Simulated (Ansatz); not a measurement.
# Iridium, beta-Sn type under r²SCAN: from relaxation to bulk modulus

The plan for iridium in the beta-Sn type structure: relax it, solve it on a dense k-mesh, then scale the cell to 7 volumes from 88 to 112 % of the relaxed one and try a fit of the equation of state. The start is ferromagnetic. The k-meshes are 14×14×9 for the relaxation; 21×21×15 for the dense run; 14×14×10 for the volumes.

Program: Ansatz 0.2.0. Level of theory: DFT r2SCAN, plane waves (500 eV) with PAW, scalar-relativistic; PBE-made PAW files. These are calculated values, not measurements.

## 1. The starting structure

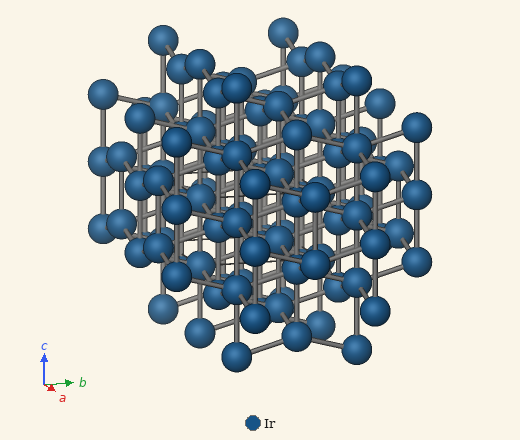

The structure, seen slightly off an axis (iridium blue). 2×1×2 conventional cells are drawn; the run uses a primitive one. Any atoms on the faces are drawn again on the opposite ones, and bonded neighbours outside are added.

As a file:

```cif
data_structure
_symmetry_space_group_name_H-M 'I4_1/amd:1'
_symmetry_Int_Tables_number 141
_cell_length_a 4.7745
_cell_length_b 4.7745
_cell_length_c 2.6069
_cell_angle_alpha 90.000
_cell_angle_beta 90.000
_cell_angle_gamma 90.000
_cell_volume 59.43
loop_
_atom_site_label
_atom_site_type_symbol
_atom_site_symmetry_multiplicity
_atom_site_Wyckoff_symbol
_atom_site_fract_x
_atom_site_fract_y
_atom_site_fract_z
_atom_site_occupancy
Ir1 Ir 4 a 0.00000 0.00000 0.00000 1
```

Starting moments (μB): +1 ×2.

## 2. Relaxing cell and atoms

Contents of input.yaml:

```yaml
crystal:
  lattice:
    - [-2.3872555793, 2.3872555793, 1.3034415463]
    - [2.3872555793, -2.3872555793, 1.3034415463]
    - [2.3872555793, 2.3872555793, -1.3034415463]
  atoms:
    - { symbol: Ir, position: [0.0, 0.0, 0.0], spin: 1.0 }
    - { symbol: Ir, position: [0.75, 0.25, 0.5], spin: 1.0 }
hamiltonian:
  xc: r2scan
  pseudopotentials:
    kind: paw
    azcp:
      Ir: "pseudopotentials/Ir.paw.azcp"
basis:
  ecutwfc: 500
  fft_grid_basis: typed
kpoints:
  mp_grid: { grid: [14, 14, 9], shift: [0, 0, 0] }
magnetization:
  spin_polarized: true
scf:
  occupations: { method: fermi_dirac, width: 0.05 }
relax:
  max_steps: 60
  f_tol: 0.01
  cell: {}
```

Launch:

```sh
> ansatz run input.yaml --threads 2 --pin off --max-ram 6144MiB --backend cpu --events-out ev --progress --plain --runs-dir out
```

Output:

```text
Warning: crystal.symmetry: narrowed to the stabiliser of the k-point mesh — unitary ops 16 → 4; excluded 12 operations that carry a point of the 14×14×9 mesh (shift [0, 0, 0]) off the mesh (the run samples exactly the mesh kpoints.mp_grid names, as under crystal.symmetry.detect: false, and its converged state has the mesh's symmetry, not the crystal's; ε∞, the Born charges and the force constants of a linear response (`dielectric:` by the response, `phonons.method: dfpt`) are averaged over those of the crystal's operations that the state keeps within a tolerance, where `mesh_tensors`, `unaveraged_element` or `gamma_mean_max_change_ev_ang2` stands beside them; a row that `dielectric.field_direction` solves alone is averaged likewise, with nothing beside; a Γ-centred mesh of equal divisions is mapped onto itself by every operation and keeps the whole group, as does a half-shifted one under kpoints.further_shifts: images)
Warning: RAYON_NUM_THREADS=2 ignored (pool sized by the plan → 2); use --threads N
Engine: ansatz 0.2.0, aarch64-unknown-linux-gnu
Pseudopotentials: kind: paw
Pseudopotential: Ir, paw, valence charge 17, recommended cutoff 500 eV (meta_gga), <dir>
Functional definition: r2SCAN
  parameter k0 = 0.174
  parameter k1 = 0.065
  parameter a1 = 4.9479
  exchange = r2scan_x(k0 = k0, k1 = k1, a1 = a1)
  correlation = r2scan_c
Crystal: 2 atoms, lattice volume = 29.713 Å³
Basis set: ecut = 500 eV, 765 PW (Γ), exchange–correlation on 108×108×108 points (64 copies of the dense FFT grid, shifted against one another)
Bands: 22, of which v1, the nominal top of the filled ones, is band 17 counted from 1 (16 counted from 0)
Symmetry: 4 space group operations
k-points: 477 of 1764
Non-local potential: Ir, projectors of the file, l = 0: 3, l = 1: 2, l = 2: 2, l = 3: 1
PAW form: soft (Blöchl's): semilocal exchange-correlation on the pseudo side does not see the compensation charge
PAW frozen core: Ir, regenerated for the run's functional (the file was generated under x = pbe(κ = 0.804, μ = 0.2195149727645171), c = pbe(β = 0.06672455060314922))
PAW one-centre angular grid: Ir, 590 points (default); XC on 160 Gauss nodes
Initial density: superposition of atomic densities (chi_scale 0.1, normalization cell)
Starting moments: Σ|m| = 2 μB on 2 of 2 sites
Initial wavefunctions: pseudopotential atomic-orbital guess
Functional: x = r2scan, c = r2scan; τ floored in thin density (d = 2e-4 eV/Å³)
iter 1 solved again at ethr=7.35e-4 eV; its pass at ethr=3.10e-3 eV (dr2=2.50e-1 eV) is discarded
SCF iter   1: F=—  HF=-23895.017960 eV  |F-HF|=—  |Δ(HF+E_count)|=         —  Δρ=3.28e-2 (↑3.28e-2 ↓2.41e-2)  dr2=3.02e-1  dr2_τ=2.37e-2  dr2_m=8.78e-2  M=1.177 μB ∫|m|=1.188 μB  β_m=0.73  ethr=7.35e-4  ⟨swp⟩=2.1  Hψ=124984  notcnv=0
Mixer restart at iter 1: flushing history
eigensolver tolerance schedule calibrated: the retry pair's looser diagonalisation under-reported the residual by θ = 0.17 (0.28/decade); ethr = c·dr2/N_el runs at the constant in force after the calibration composes with the one it found (an armed cap, an earlier calibration), c = 1.3e-2
preconditioner: auto → Kerker (q_TF=auto, 2.790 Å⁻¹)  [metal: Δε(μ)=0.001 eV  Ē_g=9.485 eV  σ=0.050 eV  W_gap=0.01  n_scr=16 (ndim 8)  ℏωp=28.9 eV  f_vac=0.000  D(μ)=2.50/eV (n_scr^D=36)]
spin=Collinear: Kerker preconditioning applied to the charge; magnetization (m = ρ↑ − ρ↓) channel mixes plain (no charge-response kernel on spin).
SCF iter   2: F=—  HF=-23895.088491 eV  |F-HF|=—  |Δ(HF+E_count)|=   7.05e-2  Δρ=1.90e-2 (↑1.90e-2 ↓1.56e-2)  dr2=1.10e-1  dr2_τ=5.65e-3  dr2_m=1.82e-2  M=1.034 μB ∫|m|=1.050 μB  β_m=1.00  ethr=1.16e-4  ⟨swp⟩=3.3  Hψ=52787  notcnv=0  defer=16  κ⁻¹=1.0e0(r=1)
SCF iter   3: F=—  HF=-23895.767850 eV  |F-HF|=—  |Δ(HF+E_count)|=         —  Δρ=3.40e-2 (↑3.40e-2 ↓2.70e-2)  dr2=6.78e-2  dr2_τ=4.32e-2  dr2_m=2.22e-1  M=-0.042 μB ∫|m|=0.102 μB  β_m=1.00  ethr=4.22e-5  ⟨swp⟩=2.0  Hψ=48273  notcnv=0  defer=203
Mixer restart at iter 3: flushing history
SCF iter   4: F=—  HF=-23895.872733 eV  |F-HF|=—  |Δ(HF+E_count)|=   1.05e-1  Δρ=7.42e-3 (↑7.42e-3 ↓5.82e-3)  dr2=4.90e-2  dr2_τ=2.89e-3  dr2_m=1.29e-3  M=0.028 μB ∫|m|=0.043 μB  β_m=0.30  ethr=1.92e-5  ⟨swp⟩=2.5  Hψ=45112  notcnv=0  defer=203
SCF iter   5: F=—  HF=-23895.886753 eV  |F-HF|=—  |Δ(HF+E_count)|=   1.40e-2  Δρ=5.43e-3 (↑5.43e-3 ↓4.47e-3)  dr2=2.79e-2  dr2_τ=2.55e-4  dr2_m=6.91e-4  M=0.026 μB ∫|m|=0.040 μB  β_m=0.30  ethr=1.89e-5  ⟨swp⟩=2.2  Hψ=33798  notcnv=0  defer=152  κ⁻¹=1.0e0(r=1)
SCF iter   6: F=—  HF=-23895.906232 eV  |F-HF|=—  |Δ(HF+E_count)|=   1.95e-2  Δρ=2.59e-3 (↑2.29e-3 ↓2.59e-3)  dr2=7.05e-3  dr2_τ=4.64e-5  dr2_m=1.16e-4  M=0.020 μB ∫|m|=0.027 μB  β_m=0.46  ethr=1.07e-5  ⟨swp⟩=2.0  Hψ=40013  notcnv=0  defer=150  κ⁻¹=1.9e-1(r=2)
SCF iter   7: F=—  HF=-23895.908965 eV  |F-HF|=—  |Δ(HF+E_count)|=   2.73e-3  Δρ=1.35e-3 (↑1.35e-3 ↓1.23e-3)  dr2=8.36e-4  dr2_τ=2.49e-5  dr2_m=1.10e-4  M=0.009 μB ∫|m|=0.011 μB  β_m=1.00  ethr=2.71e-6  ⟨swp⟩=2.0  Hψ=42587  notcnv=0  defer=148  κ⁻¹=3.0e-3(r=3)
SCF iter   8: F=—  HF=-23895.909849 eV  |F-HF|=—  |Δ(HF+E_count)|=   8.84e-4  Δρ=2.59e-4 (↑2.38e-4 ↓2.59e-4)  dr2=3.44e-5  dr2_τ=1.28e-6  dr2_m=3.59e-7  M=-0.006 μB ∫|m|=0.006 μB  β_m=1.00  ethr=3.21e-7  ⟨swp⟩=2.0  Hψ=38326  notcnv=0  defer=147  κ⁻¹=2.2e-4(r=4)
SCF iter   9: F=—  HF=-23895.909884 eV  |F-HF|=—  |Δ(HF+E_count)|=   3.47e-5  Δρ=2.10e-4 (↑1.90e-4 ↓2.10e-4)  dr2=1.42e-5  dr2_τ=1.11e-6  dr2_m=1.86e-6  M=-0.005 μB ∫|m|=0.005 μB  β_m=0.30  ethr=1.32e-8  ⟨swp⟩=2.0  Hψ=37337  notcnv=0  defer=147  κ⁻¹=1.1e-4(r=5)
SCF iter  10: F=—  HF=-23895.909900 eV  |F-HF|=—  |Δ(HF+E_count)|=   1.60e-5  Δρ=9.81e-5 (↑9.81e-5 ↓9.17e-5)  dr2=1.29e-6  dr2_τ=8.68e-8  dr2_m=1.86e-6  M=0.001 μB ∫|m|=0.001 μB  β_m=1.00  ethr=5.45e-9  ⟨swp⟩=2.0  Hψ=37366  notcnv=0  defer=147  κ⁻¹=1.8e-5(r=6)
SCF iter  11: F=—  HF=-23895.909904 eV  |F-HF|=—  |Δ(HF+E_count)|=   4.21e-6  Δρ=4.86e-5 (↑4.86e-5 ↓4.01e-5)  dr2=2.89e-7  dr2_τ=2.73e-8  dr2_m=3.91e-7  M=0.001 μB ∫|m|=0.002 μB  β_m=1.00  ethr=4.97e-10  ⟨swp⟩=3.3  Hψ=44657  notcnv=0  defer=147  κ⁻¹=1.7e-5(r=7)
SCF iter  12: F=—  HF=-23895.909902 eV  |F-HF|=—  |Δ(HF+E_count)|=   1.72e-6  Δρ=1.51e-5 (↑1.51e-5 ↓1.44e-5)  dr2=4.70e-8  dr2_τ=7.06e-9  dr2_m=2.54e-8  M=0.002 μB ∫|m|=0.002 μB  β_m=1.00  ethr=1.11e-10  ⟨swp⟩=3.0  Hψ=45868  notcnv=0  defer=147  κ⁻¹=5.7e-6(r=8)
SCF iter  13: F=—  HF=-23895.909901 eV  |F-HF|=—  |Δ(HF+E_count)|=   7.66e-7  Δρ=1.60e-5 (↑1.43e-5 ↓1.60e-5)  dr2=2.83e-8  dr2_τ=8.70e-9  dr2_m=4.44e-8  M=0.001 μB ∫|m|=0.001 μB  β_m=1.00  ethr=1.81e-11  ⟨swp⟩=2.0  Hψ=37350  notcnv=0  defer=146  κ⁻¹=1.7e-7(r=8)
SCF iter  14: F=—  HF=-23895.909901 eV  |F-HF|=—  |Δ(HF+E_count)|=   2.08e-8  Δρ=1.35e-5 (↑1.23e-5 ↓1.35e-5)  dr2=2.18e-8  dr2_τ=6.32e-9  dr2_m=3.20e-8  M=0.001 μB ∫|m|=0.001 μB  β_m=1.00  ethr=1.09e-11  ⟨swp⟩=3.2  Hψ=42506  notcnv=0  defer=146  κ⁻¹=1.4e-7(r=8)
SCF iter  15: F=—  HF=-23895.909902 eV  |F-HF|=—  |Δ(HF+E_count)|=   1.37e-7  Δρ=4.82e-6 (↑4.82e-6 ↓3.77e-6)  dr2=9.26e-10  dr2_τ=5.51e-10  dr2_m=4.78e-9  M=-0.001 μB ∫|m|=0.001 μB  β_m=1.00  ethr=8.38e-12  ⟨swp⟩=3.2  Hψ=54330  notcnv=0  defer=146  κ⁻¹=2.2e-7(r=8)
SCF iter  16: F=—  HF=-23895.909902 eV  |F-HF|=—  |Δ(HF+E_count)|=   3.32e-8  Δρ=4.10e-6 (↑4.10e-6 ↓3.91e-6)  dr2=1.25e-10  dr2_τ=6.82e-10  dr2_m=4.29e-9  M=-0.001 μB ∫|m|=0.001 μB  β_m=1.00  ethr=1.00e-12  ⟨swp⟩=3.0  Hψ=45892  notcnv=0  defer=146  κ⁻¹=1.9e-5(r=8)
SCF iter  17: F=—  HF=-23895.909902 eV  |F-HF|=—  |Δ(HF+E_count)|=   6.46e-9  Δρ=3.11e-6 (↑3.11e-6 ↓2.95e-6)  dr2=1.10e-10  dr2_τ=3.99e-10  dr2_m=2.43e-9  M=-0.000 μB ∫|m|=0.000 μB  β_m=1.00  ethr=1.00e-12  ⟨swp⟩=3.0  Hψ=43985  notcnv=0  defer=146  κ⁻¹=1.9e-6(r=8)
SCF iter  18: F=—  HF=-23895.909902 eV  |F-HF|=—  |Δ(HF+E_count)|=   3.93e-9  Δρ=2.07e-6 (↑2.07e-6 ↓1.89e-6)  dr2=1.03e-10  dr2_τ=1.67e-10  dr2_m=1.02e-9  M=-0.000 μB ∫|m|=0.000 μB  β_m=1.00  ethr=1.00e-12  ⟨swp⟩=3.1  Hψ=44139  notcnv=0  defer=146  κ⁻¹=2.9e-6(r=8)
SCF iter  19: F=—  HF=-23895.909902 eV  |F-HF|=—  |Δ(HF+E_count)|=   1.25e-9  Δρ=9.86e-7 (↑9.29e-7 ↓9.86e-7)  dr2=4.22e-12  dr2_τ=4.24e-11  dr2_m=2.47e-10  M=0.000 μB ∫|m|=0.000 μB  β_m=1.00  ethr=1.00e-12  ⟨swp⟩=3.2  Hψ=53680  notcnv=0  defer=146  κ⁻¹=5.8e-7(r=8)
SCF iter  20: F=—  HF=-23895.909902 eV  |F-HF|=—  |Δ(HF+E_count)|=   1.18e-9  Δρ=6.04e-7 (↑5.79e-7 ↓6.04e-7)  dr2=4.72e-12  dr2_τ=1.68e-11  dr2_m=9.10e-11  M=0.000 μB ∫|m|=0.000 μB  β_m=0.43  ethr=1.00e-12  ⟨swp⟩=1.0  Hψ=63859  notcnv=0  κ⁻¹=2.6e-6(r=8)
SCF iter  21: F=-23895.909902 eV  HF=-23895.909902 eV  |F-HF|=7.28e-12  |Δ(HF+E_count)|=  3.46e-10  Δρ=9.92e-8 (↑8.87e-8 ↓9.92e-8)  dr2=5.09e-12  dr2_τ=2.89e-13  dr2_m=1.89e-13  M=0.000 μB ∫|m|=0.000 μB  ethr=1.00e-12  ⟨swp⟩=2.0  Hψ=41023  notcnv=0
WARN: the starting moments were not kept: the SCF closed with an absolute magnetisation of 1.2e-6 μB, where they sum to 2 μB in size (2 sites). That is at most 0.1 of that sum. Measured as dr2_m measures the in/out step, that magnetisation stands 4.4e-13 eV from none, at or under the dr2_threshold of 1.0e-7 eV: it is no larger than a step whose dr2_m would equal this threshold. The system may hold no moment; this SCF shows only that its start led to no more than that. To try another start: raise the starting moments (crystal.atoms[].spin, magnetization.per_species, magnetization.initial_magnetization, or on a non-collinear deck that types none of these the spinor_matrix: blocks that start its atoms; where the total moment is fixed, keep their sum and leave initial_magnetization as it is; typed ones take the place of any that the run laid by itself, positive ones on a crystal's lanthanoids without a Hubbard term where scf.initial_density.shell_occupations: [] is typed) or, if the notice of its spin-set hold's release reads "site moments contracting" or "site moments show no strong build", lengthen the hold (scf.mixing.spin_hold: { on: { confirm: 4 } }; for m-r²SCAN on two components see the key's manual first). Each may lead to a state that holds a moment. A second SCF, from the converged charge density, with the starting moments and any scf.initial_density.shell_occupations laid on it anew, would have followed, and was not run: the deck does not ask for one (magnetization.retry_lost_moments is false, the default). To let it run, set magnetization.retry_lost_moments: true and run the deck again, where that key's refused combinations let it; where memory then withholds it, that run's warning says so.
SCF 1 converged in 21 iterations: F = -23895.909902 eV  dr2 = 5.09e-12
relax step   1: F+E_penalty+E_count = -23895.90990151 eV  Δ(F+E_penalty+E_count) = +0.000e0 eV  max|allowed force component| = 3.667e-3 eV/Å  Δτ_max = 0.0000 Å  P = +22.987 GPa  Ω = 29.713 Å³  (21 SCF iters, dr2 threshold 1.00e-7 eV, accepted)
[... from here on, the SCF cycles and remarks between the steps are left out, and one step in 2 is shown ...]
relax step   2: F+E_penalty+E_count = -23896.05761018 eV  Δ(F+E_penalty+E_count) = -1.477e-1 eV  max|allowed force component| = 1.526e-4 eV/Å  Δτ_max = 0.0001 Å  P = -6.892 GPa  Ω = 32.549 Å³  energy of the carried Pulay correction = -2.244e-3 eV  (17 SCF iters, dr2 threshold 2.00e-7 eV, accepted)
relax step   4: F+E_penalty+E_count = -23896.08464576 eV  Δ(F+E_penalty+E_count) = -6.513e-3 eV  max|allowed force component| = 4.204e-2 eV/Å  Δτ_max = 0.0076 Å  P = -0.179 GPa  Ω = 31.797 Å³  energy of the carried Pulay correction = -1.655e-3 eV  (11 SCF iters, dr2 threshold 2.00e-7 eV, accepted)
relax step   6: F+E_penalty+E_count = -23896.19241237 eV  Δ(F+E_penalty+E_count) = -8.767e-2 eV  max|allowed force component| = 2.275e-1 eV/Å  Δτ_max = 0.0248 Å  P = -0.095 GPa  Ω = 31.547 Å³  energy of the carried Pulay correction = -1.461e-3 eV  (14 SCF iters, dr2 threshold 2.00e-7 eV, accepted)
relax step   8: F+E_penalty+E_count = -23896.42281508 eV  Δ(F+E_penalty+E_count) = -1.221e-1 eV  max|allowed force component| = 3.839e-1 eV/Å  Δτ_max = 0.0207 Å  P = +0.908 GPa  Ω = 31.028 Å³  energy of the carried Pulay correction = -1.076e-3 eV  (13 SCF iters, dr2 threshold 2.00e-7 eV, accepted)
relax step  10: F+E_penalty+E_count = -23896.54138276 eV  Δ(F+E_penalty+E_count) = -9.804e-3 eV  max|allowed force component| = 1.827e-2 eV/Å  Δτ_max = 0.0070 Å  P = +1.520 GPa  Ω = 30.833 Å³  energy of the carried Pulay correction = -9.504e-4 eV  (12 SCF iters, dr2 threshold 2.00e-7 eV, accepted)
relax step  12: F+E_penalty+E_count = -23896.54295436 eV  Δ(F+E_penalty+E_count) = -4.019e-5 eV  max|allowed force component| = 1.954e-3 eV/Å  Δτ_max = 0.0014 Å  P = +0.022 GPa  Ω = 30.955 Å³  energy of the carried Pulay correction = -1.049e-3 eV  (9 SCF iters, dr2 threshold 2.00e-7 eV, accepted)
relax step  14: F+E_penalty+E_count = -23896.54295418 eV  Δ(F+E_penalty+E_count) = -1.387e-6 eV  max|allowed force component| = 2.989e-4 eV/Å  Δτ_max = 0.0001 Å  P = -0.000 GPa  Ω = 30.958 Å³  energy of the carried Pulay correction = -1.051e-3 eV  (6 SCF iters, dr2 threshold 1.18e-8 eV, accepted)
relax step  16: F+E_penalty+E_count = -23896.55309493 eV  Δ(F+E_penalty+E_count) = -6.019e-4 eV  max|allowed force component| = 2.817e-3 eV/Å  Δτ_max = 0.0019 Å  P = +0.094 GPa  Ω = 30.973 Å³  energy of the carried Pulay correction = -1.382e-5 eV  (11 SCF iters, dr2 threshold 2.00e-7 eV, accepted)
relax step  18: F+E_penalty+E_count = -23896.55312273 eV  Δ(F+E_penalty+E_count) = -2.657e-5 eV  max|allowed force component| = 1.765e-4 eV/Å  Δτ_max = 0.0000 Å  P = +0.009 GPa  Ω = 30.983 Å³  stress off target by 1.55e-2 GPa  SCF on the basis re-selected at this cell (its energy is not comparable with the rows above)  (10 SCF iters)
[... 1 line left out ...]
SCF converged after 10 iterations
Stability not checked: this state was not tested for a lower state beside it, because the mixer in use, unlike msr1, does not test its closes by its own steps (another_mixer; see scf.mixing.algorithm and scf.lower_state_search)
Magnetization: 0.0000 μB (17.0000 up, 17.0000 down)
Absolute magnetization: 0.0000 μB (∫|ρ↑−ρ↓|, with the PAW one-centre terms)
Spin contamination: 0.0000 ħ² per cell (⟨S²⟩ above its minimum at these occupations)
Per-site moments (μB) at R_I (Å): [(7.273202278948466e-8, 1.071998144884742), (7.273202256212437e-8, 1.071998144884742)]
Free energy (F): -23896.553123 eV
Harris-Foulkes:  -23896.553123 eV  (|F-HF|=1.09e-11)
Internal energy: -23896.536887 eV  (E = F + TS)
E sigma→0 (E₀):  -23896.545005 eV
Entropy (-TS):   -0.016236 eV (-8.118 meV/atom)
Fermi energy:    22.481814 eV
--- Per-component energies (eV) ---
  E_band       = -284.535177
  E_kinetic    = 1246.155609
  E_local      = -2461.653423  (includes V_loc(G=0)·N_el)
  E_nonlocal   = 149.741801
  E_hartree    = 942.713546
  E_xc         = -509.781802
  E_vxc        = -665.325168  (∫ρ·V_xc dr)
  E_paw        = -18499.914518  (= ΣΔE_a)
  E_vpaw       = -480.217537  (= ΣTr[D̂ρ^β])
  E_aug_tail   = -0.000037  (compensation charges beyond the density's cutoff)
  E_vtau       = 41.336589  (kinetic-family band-sum trace: ∫τ·v_τ [+ j·A + Jᵃ·Aᵃ] dr)
  E_ewald      = -4763.164277
  E_core_change = -0.633787  (= ΣΔE_core)
  E_smearing   = -0.016236  (= −TS)
  E_closure    = 0.000000  (closes the sum)
  Σ components = -23896.553123   (vs F -23896.553123, Δ=0.00e0)
--- Forces (eV/Å), atoms counted from 1 ---
  atom   1  Ir     0.00017654    -0.00017654     0.00000000
  atom   2  Ir    -0.00017654     0.00017654     0.00000000
  max |Σ_I F_I| component: 0.00e0 eV/Å
--- Stress (GPa, compression-positive) ---
        0.008767       0.006388       0.001099
        0.006388       0.008767       0.001099
        0.001099       0.001099       0.008688
  P = ⅓ Tr σ = 0.0087 GPa (0.087 kbar)
--- Relaxed structure (16 steps of the walk, 16 accepted, 2 SCFs on fresh bases) ---
  F+E_penalty+E_count = -23896.55312273 eV   max|allowed force component| = 1.765e-4 eV/Å   (the final SCF, on the basis selected at the relaxed cell)
  cell:  # Å, volume = 30.9833 Å³
    - [-2.1414673550658336, 2.491792909509211, 1.3052948432275686]
    - [2.491792909509211, -2.1414673550658336, 1.3052948432275686]
    - [2.472487897711527, 2.472487897711527, -0.6636729486437118]
  atoms:
    - { symbol: Ir, position: [0.022001124822746614, -0.022001124822746614, 0.0] }
    - { symbol: Ir, position: [0.7279988751772536, 0.2720011248227465, 0.5] }
```

It took 15 min on 2 threads of Arm Neoverse V1, shared host; peak memory 0.9 GiB.

The steps of the relaxation:

| step | energy change (meV/atom) | largest force (eV/Å) | pressure (GPa) | volume (Å³/atom) |
| --- | --- | --- | --- | --- |
| 1 | 0.00 | 0.0037 | 22.99 | 14.857 |
| 2 | -73.85 | 0.0002 | -6.89 | 16.275 |
| 3 | -84.12 | 0.0010 | -1.35 | 15.961 |
| 4 | -87.37 | 0.0420 | -0.18 | 15.898 |
| 5 | -97.42 | 0.0103 | -0.63 | 15.905 |
| 6 | -141.26 | 0.2275 | -0.09 | 15.774 |
| 7 | -195.42 | 0.3237 | 0.27 | 15.646 |
| 8 | -256.46 | 0.3839 | 0.91 | 15.514 |
| 9 | -310.84 | 0.0261 | 3.35 | 15.356 |
| 10 | -315.74 | 0.0183 | 1.52 | 15.417 |
| 11 | -316.51 | 0.0105 | 0.20 | 15.468 |
| 12 | -316.53 | 0.0020 | 0.02 | 15.478 |
| 13 | -316.53 | 0.0008 | -0.01 | 15.479 |
| 14 | -316.53 | 0.0003 | 0.00 | 15.479 |
| 15 | -321.30 | 0.0005 | 0.39 | 15.479 |
| 16 | -321.60 | 0.0028 | 0.09 | 15.486 |
| 17 | -321.60 | 0.0002 | 0.01 | 15.492 |
| 18 | -321.61 | 0.0002 | 0.01 | 15.492 |

Steps that repeat a cell are solved on a basis chosen anew, so their changes of energy are no gain of the relaxation.

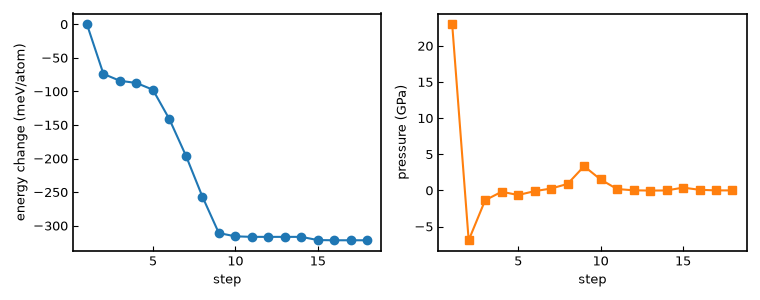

Energy and pressure over the accepted steps.

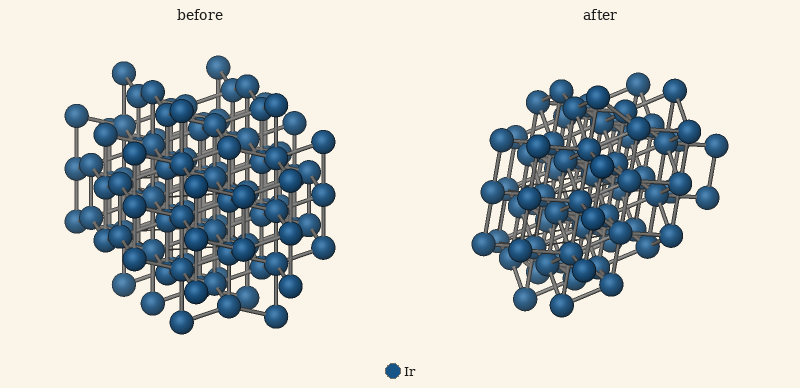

Before and after, at one scale. The cells drawn are those of the first picture.

The cell of the run, before and after:

|  | before | after | change |
| --- | --- | --- | --- |
| a (Å) | 3.619 | 3.535 | -2.3 % |
| b (Å) | 3.619 | 3.535 | -2.3 % |
| c (Å) | 3.619 | 3.559 | -1.7 % |
| α (°) | 97.45 | 90.00 | -7.6 % |
| β (°) | 97.45 | 90.00 | -7.6 % |
| γ (°) | 137.78 | 135.85 | -1.4 % |
| volume (Å³/atom) | 14.857 | 15.492 | +4.3 % |
| shortest distance (Å) | 2.475 | 2.599 | +5.0 % |
| space group (spins left aside) | I4_1/amd | Cmcm | changed |

[end of part 1 of 2]
